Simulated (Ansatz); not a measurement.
A computed series for NbAs: pressure series

Base system: NbAs (space group I4_1md, No. 109).

```xyz
4
Lattice="-1.7368 1.7368 5.8744 1.7368 -1.7368 5.8744 1.7368 1.7368 -5.8744" Properties=species:S:1:pos:R:3 pbc="T T T"
Nb     0.0000     0.0000    11.7357
Nb     0.0000     1.7368     2.9241
As     0.0000     0.0000     4.9005
As     1.7368     0.0000     1.9633
```

Cell and atoms are relaxed at each pressure.

Calculations: PBE (Ansatz, a first-principles code, PAW, without spin-orbit coupling).

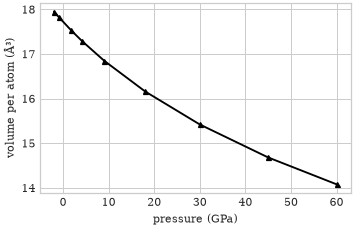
*Volume against pressure*

Question: Estimate the zero-pressure bulk modulus from the plot.

Answer: About 160 GPa; a third-order Birch–Murnaghan fit to the points gives V₀ = 17.72 Å³/atom, B₀ = 161 GPa and B₀′ = 4.2.

Load acts through the strain it causes; cell and atoms are relaxed under it. Whether these cells are dynamically stable was not tested. No other phases were tried under pressure. The final runs are not spin-polarised.
